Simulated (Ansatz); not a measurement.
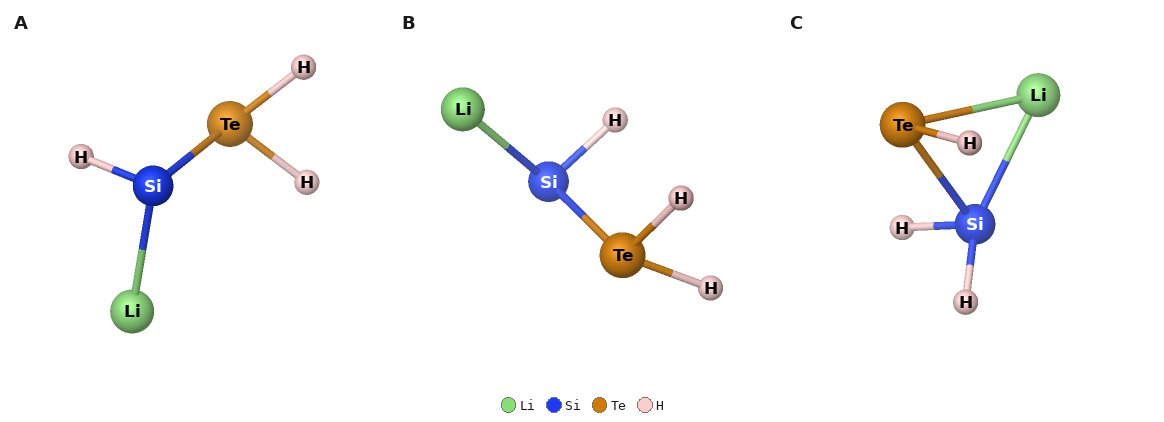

3 stationary structures of one formula. Geometries: PBE0-D4/def2-TZVP. Electronic energies: RHF-CCSD(T) (frozen core)/def2-TZVPP (Ansatz 0.2.0), without zero-point energy. No frequency run is at hand to confirm each as a minimum.

Rank them by energy, lowest first.

Answer. C is lowest (C1); B lies 2.465 eV above it (C1), A lies 2.470 eV above it (C1).
